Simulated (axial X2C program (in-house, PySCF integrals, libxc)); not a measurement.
**Run report: CoNa, relativistic diatomic calculation**

CoNa, single determinant with M_S = 1 and |Λ| = 3 (not the lowest found). Computed at this level: PBE0, spin-free X2C-1e, Co dyall-v3z, Na dyall-v3z (cores contracted) (axial X2C program (in-house, PySCF integrals, libxc)).

What the run reported:

```
                    quantity                      value
                     outcome                  converged
              bond length rₑ                    2.647 Å
                          ωₑ                 159.0 cm⁻¹
       energy at the minimum        −1555.46475 hartree
   depth below the fragments                    0.73 eV
largest ⟨S²⟩ along the curve                       2.08
                    hardware  1 CPU thread, shared host
                   wall time                        5 s
```

What is odd here:

The input is odd on purpose: coarse grid (nrad = 45.0) (nth = 14.0). The program ran to the end. Its numbers are those of the input as typed; this run alone doesn't show how far the oddity moves them. To bear in mind: 9 of the 10 points asked for were kept.

Input file:
```
{"zs": [27, 11], "q": 0, "bas": ["dyall-v3z", "dyall-v3z"], "levels": ["PBE0", "HF", "B97-3", "PW91"], "cc": false, "r0": 2.66, "npts": 10, "nst": 2, "ntry": 6, "opt": {"nrad": 45, "nth": 14}}
```

The line is the task of a batch: nuclear charges, charge, bases, the levels to run, a first guess of the distance and further settings. This report covers PBE0 without spin-orbit coupling. The log is that of the reference distance 2.625 Å.

Launched within a batch (the task file carries these settings):
```bash
python <driver script> task.json out
```

The program's output:
```
spin-free X2C-1e  PBE0
basis functions 175  fitting functions 933  grid points 1064
iter        total energy     max residual
   1      -1555.374705188     3.62e-01
   2      -1555.464549096     4.71e-03
   3      -1555.463778195     1.39e-02
   4      -1555.464723404     8.86e-04
   5      -1555.464731924     4.19e-04
   6      -1555.464733105     1.60e-04
   7      -1555.464733278     1.19e-05
   8      -1555.464733283     7.18e-06
   9      -1555.464733286     3.37e-06
  10      -1555.464733287     1.37e-06
converged
one-electron -2280.24814532  Coulomb 739.09001496  exact exchange -18.14834745  xc functional -56.03087706  nuclear repulsion 59.87262158
```

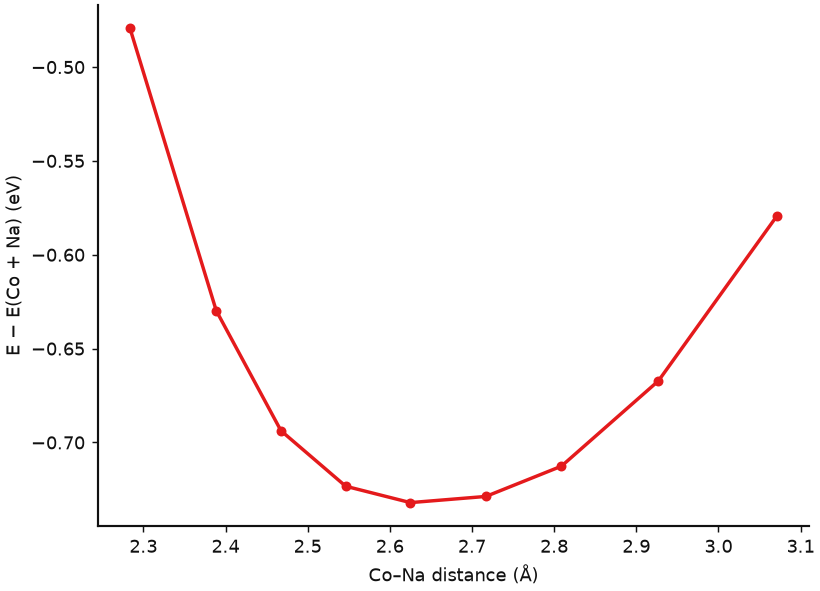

*Energy at 9 bond lengths, for one set of occupations held fixed; the line joins the points.*

A polynomial of degree 6 through 9 points gives rₑ = 2.647 Å, ωₑ = 159.0 cm⁻¹, ωₑxₑ = −12 cm⁻¹ and Bₑ = 0.1455 cm⁻¹. The minimum lies 0.73 eV below Co + Na, each computed as one determinant at the same level.
